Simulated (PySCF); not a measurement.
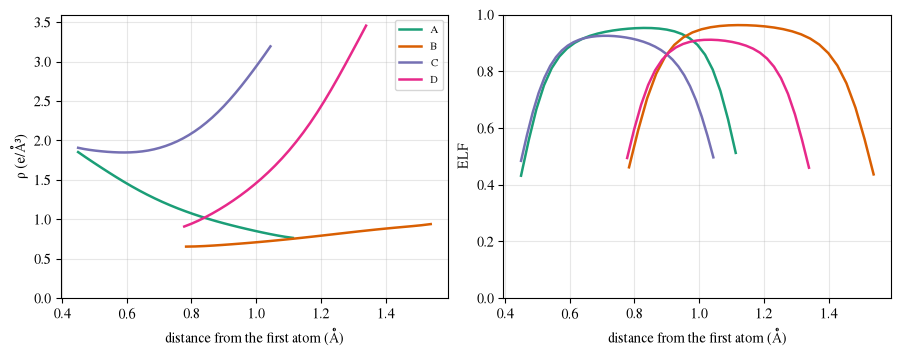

Figure 1: C$_{2}$H$_{15}$N$_{2}$PSi$_{3}$. Electron density and electron localisation function along straight lines between neighbouring atoms. The curves leave out the atomic cores.

Geometry: GFN2-xTB.

These are results of PBE0/pcSseg-1, SCF density, gas phase, non-relativistic (PySCF 2.14.0), not measurements.

Input file:

```
{"job": {"kind": "nmr", "xc": "PBE0", "basis": "pcSseg-1"}, "charge": 0, "multiplicity": 1}
C     -2.599228    -2.241157     0.302580
N     -1.649818    -1.604563    -0.573534
Si    -0.269663    -0.743089     0.010035
C      0.526026    -0.105512    -1.604124
Si     2.165234     0.820686    -1.390348
P      3.429708    -0.228040     0.130773
Si    -0.689329     0.871265     1.614737
N     -0.418083     2.434240     0.927233
H     -2.077219    -2.579468     1.194458
H     -3.406333    -1.567315     0.613985
H     -3.045128    -3.108581    -0.188968
H     -2.078839    -1.314355    -1.438789
H      0.595348    -1.804570     0.565458
H     -0.166136     0.545965    -2.136057
H      0.691890    -0.961234    -2.257369
H      2.943533     0.807296    -2.640935
H      1.921515     2.225391    -1.036805
H      2.795149     0.333632     1.223036
H      4.416803     0.742274     0.136273
H      0.225194     0.864272     2.765397
H     -2.037929     0.729354     2.215053
H     -0.434501     3.239495     1.532585
H     -0.842949     2.670995     0.045405
```

Run with:

```sh
OMP_NUM_THREADS=1 python probes_run.py task.json out
```

Which curve belongs to which contact (C–N, C–Si, Si–N and Si–P)? The first atom named is at distance zero.

Curve A: C–Si (1.89 Å): ρ is about 0.9 e/Å³ halfway; the ELF peaks at about 0.95 between the atoms; a shared electron pair. Curve B: Si–P (2.24 Å): the density is about 0.76 e/Å³ at the midpoint; the ELF peaks at about 0.95 between the atoms; a covalent bond. Curve C: C–N (1.44 Å): the density is about 1.9 e/Å³ at the midpoint; the ELF peaks at about 0.95 between the atoms: localised, covalent bonding. Curve D: Si–N (1.73 Å): ρ at the midpoint is about 1.1 e/Å³; the ELF peaks at about 0.90 between the atoms; a shared but strongly polarised pair.
